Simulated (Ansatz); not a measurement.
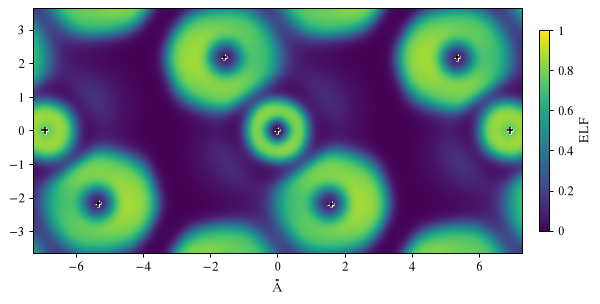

The ELF on a plane through atoms (crosses mark nuclei in the plane).

Theory: DFT PBE, scalar-relativistic, plane waves, PAW in Ansatz.

Candidates:
A. LaY4F, a = 6.79 Å, b = 6.79 Å, c = 4.98 Å, α = 90.00°, β = 90.00°, γ = 90.00°. Space group P4/mmm; a structure generated by program, which may or may not match a known phase.
B. HfZr3Se8, a = 13.85 Å, b = 7.58 Å, c = 6.57 Å, α = 90.00°, β = 90.00°, γ = 90.00°. Space group C2/m; a structure generated by program, which may or may not match a known phase.
C. GaS2, a = 3.35 Å, b = 3.35 Å, c = 7.21 Å, α = 90.00°, β = 90.00°, γ = 120.00°. Space group P-3m1; a structure generated by program, which may or may not match a known phase; computed without spin polarisation.

> Which system is this?

Candidate B: HfZr3Se8 on the (010) plane of the conventional cell, which holds Zr, Hf and Se. Hf–Se (2.69 Å): the ELF is about 0.45 at the midpoint. Zr–Se (2.70 Å): the ELF is about 0.45 at the midpoint.
